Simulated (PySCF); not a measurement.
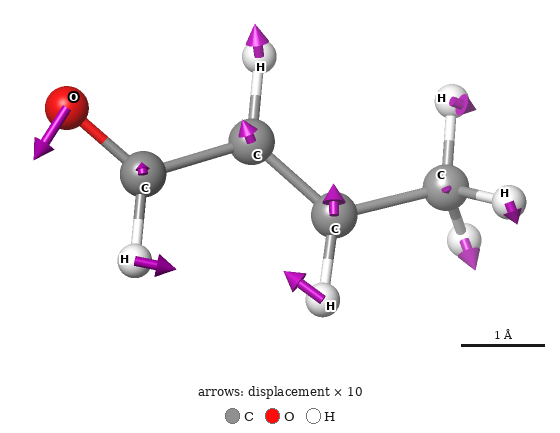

A relaxation of C4H6O. The starting structure is drawn; purple arrows show the displacements, 10 times their true length. The two geometries are superimposed by the best rigid fit.

The picture is a ball-and-stick view, seen at a tilt.

The start comes from MMFF94s.

Computed with PBE0-D3(BJ)/def2-SVP geometry optimisation, gas phase (PySCF 2.14.0, density-fitted response routines). 

Describe the change and its energy.

The atom that moves furthest after the best rigid fit is the O atom (0.075 Å). By element the largest moves are O 0.075 Å, H 0.060 Å, C 0.040 Å. Some distances before and after: C–H 1.103 → 1.124 Å, C–O 1.224 → 1.206 Å, C–H 1.084 → 1.095 Å, C–C 1.477 → 1.467 Å. Bond angles that change, for instance: C–C–O 121.3° → 124.7°, C–C–H 120.7° → 117.4°, C–C–C 123.3° → 126.0°. After 10 geometry steps the energy has fallen by 0.056 eV. Largest force component: 2 eV/Å at the start, 0.012 eV/Å at the end. The run took of the order of 28 core-seconds on a shared host.
